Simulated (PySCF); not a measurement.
SMILES C#CC[SeH] (C₃H₄Se), PBE0/def2-SVP optimised geometry. Atoms within 1.6 Å of the plane z = 1.0 Å (x, y, z in Å): C1 (0.99, -0.22, 0.00), C2 (-0.22, -0.22, 0.00), C3 (-1.66, -0.24, 0.01), H5 (2.07, -0.21, 0.00), H6 (-2.07, 0.78, 0.05), H7 (-2.05, -0.78, 0.88).

Calculation: PySCF with PBE0/def2-TZVP.

Map of the electron localisation function on the plane z = 1.0 Å:

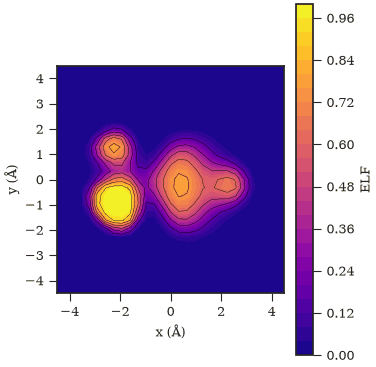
Electron localisation function on the plane z = 1.0 Å.
